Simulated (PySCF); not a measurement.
# Core-level calculation, with input and output: Si₄N₂H₁₃ (charge −1)

System: Si₄N₂H₁₃, charge −1.
Method: delta-SCF UKS SCAN, aug-pcX-2 on the ionised atom, aug-pcseg-1 elsewhere, spin-free X2C (PySCF 2.14.0).

Figures and captions count atoms from 1; the log counts them from 0 in places.

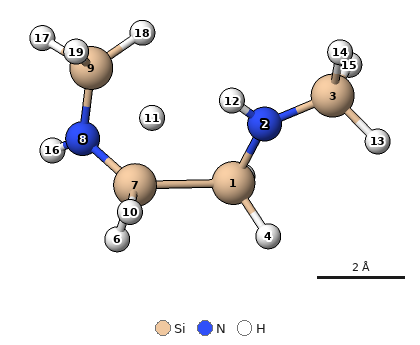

The structure as given in the input (ball-and-stick view, seen at a tilt; atoms are numbered from 1 in the order of the input). Sticks are drawn by distance; a stretched bond gets none, so the picture shows separate pieces. Bond lengths as drawn: H–N 1.02 to 1.03 Å, H–Si 1.50 to 1.56 Å, N–Si 1.71 to 1.76 Å and Si–Si 2.37 Å.

**Summary**

```json
{"quantity": "outcome", "value": "converged"}
{"quantity": "hardware", "value": "1 CPU thread, shared host"}
{"quantity": "wall time", "value": "3 min"}
{"quantity": "peak memory", "value": "1.2 GiB"}
```

**Input**
```
{"job": {"kind": "xps", "holes": 5, "basis": "aug-pcX-2", "basis_other": "aug-pcseg-1"}, "charge": -1, "multiplicity": 1}
Si     1.616829     0.365693    -0.304515
N      0.455083     1.638958     0.072184
Si     0.399629     3.295303    -0.353876
H      2.977917     0.808273     0.185404
H      1.813765     0.280852    -1.804179
H      1.924300    -2.575258     0.212769
Si     0.761831    -1.625877     0.645350
N     -0.535398    -2.569577    -0.077656
Si    -2.073167    -1.762056     0.031530
H      1.049407    -1.624265     2.135090
H     -0.676642    -0.614475     0.951730
H     -0.384102     1.197636     0.464700
H      1.709040     3.977835    -0.075289
H     -0.660619     4.005167     0.439354
H      0.102611     3.594954    -1.801681
H     -0.401507    -3.452227    -0.563776
H     -2.967897    -2.770664    -0.710290
H     -2.336086    -0.510653    -0.768126
H     -2.796885    -1.661912     1.349536
```

The first line tells a small driver script what to run in PySCF; the rest is the geometry in Å.

Command:
```bash
OMP_NUM_THREADS=1 python <driver script> task.json out
```

**The program's output**
```
ground state, core basis on atom 0 (Si), 320 functions
  cycle   1  E = -1277.48477916  |g| = 7.51e-01
  cycle   2  E = -1277.08160476  |g| = 1.45e+00
  cycle   3  E = -1277.62003893  |g| = 1.22e-01
  cycle   4  E = -1277.62392051  |g| = 5.66e-02
  cycle   5  E = -1277.62460452  |g| = 2.63e-02
  cycle   6  E = -1277.62477989  |g| = 5.36e-03
  cycle   7  E = -1277.62478344  |g| = 1.67e-03
  cycle   8  E = -1277.62478831  |g| = 4.79e-04
  E(ground) = -1277.71810670 Eh
hole in Si 2p of atom 0
  cycle   1  E = -1273.50242162  |g| = 1.24e+00
  cycle   2  E = -1271.47865452  |g| = 1.85e+00
[... 8 cycles left out ...]
  E(ion) = -1273.95331481 Eh   <S^2> = 0.7516   hole on atom = 1.002   binding energy = 102.445 eV
  2p3/2 = 102.211 eV   2p1/2 = 102.835 eV
ground state, core basis on atom 1 (N), 309 functions
[... 6 cycles left out ...]
  E(ground) = -1277.67742741 Eh
hole in N 1s of atom 1
[... 11 cycles left out ...]
  E(ion) = -1262.97520327 Eh   <S^2> = 0.7665   hole on atom = 1.000   binding energy = 400.068 eV
ground state, core basis on atom 2 (Si), 320 functions
[... 6 cycles left out ...]
  E(ground) = -1277.71902703 Eh
hole in Si 2p of atom 2
[... 10 cycles left out ...]
  E(ion) = -1273.90474438 Eh   <S^2> = 0.7522   hole on atom = 1.003   binding energy = 103.792 eV
  2p3/2 = 103.570 eV   2p1/2 = 104.194 eV
ground state, core basis on atom 6 (Si), 320 functions
[... 6 cycles left out ...]
  E(ground) = -1277.71927273 Eh
hole in Si 2p of atom 6
[... 10 cycles left out ...]
  E(ion) = -1273.97401505 Eh   <S^2> = 0.7519   hole on atom = 1.003   binding energy = 101.914 eV
  2p3/2 = 101.725 eV   2p1/2 = 102.350 eV
ground state, core basis on atom 7 (N), 309 functions
[... 6 cycles left out ...]
  E(ground) = -1277.67646066 Eh
hole in N 1s of atom 7
  cycle   1  E = -1262.13600503  |g| = 1.87e+00
  cycle   2  E = -1258.96538919  |g| = 2.69e+00
  cycle   3  E = -1262.38740778  |g| = 9.07e-01
  cycle   4  E = -1262.75204951  |g| = 4.85e-01
  cycle   5  E = -1262.85375694  |g| = 1.95e-01
  cycle   6  E = -1262.87195556  |g| = 3.05e-02
  cycle   7  E = -1262.87259893  |g| = 9.53e-03
  cycle   8  E = -1262.87265968  |g| = 2.76e-03
  cycle   9  E = -1262.87266070  |g| = 1.15e-03
  cycle  10  E = -1262.87266449  |g| = 4.11e-04
  E(ion) = -1263.00408740 Eh   <S^2> = 0.7671   hole on atom = 1.000   binding energy = 399.256 eV
```

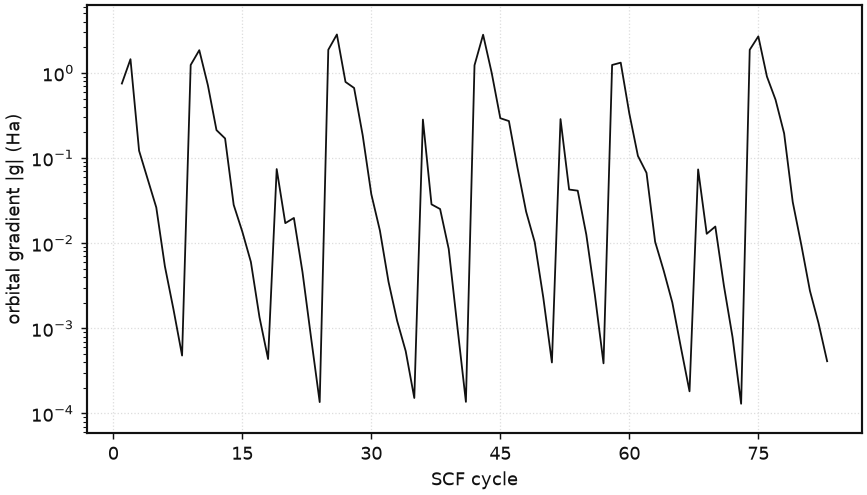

Convergence of the self-consistent field: orbital gradient |g| against the SCF cycle. All cycles printed in the log are drawn one after another.

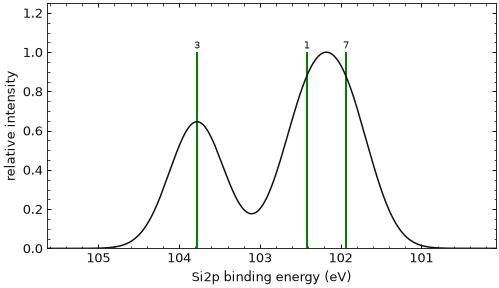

Si2p binding energies by ΔSCF of the atoms computed, labelled by atom number, with a Gaussian envelope of 0.8 eV full width. They run from 101.93 eV (atom 7) to 103.78 eV (atom 3).
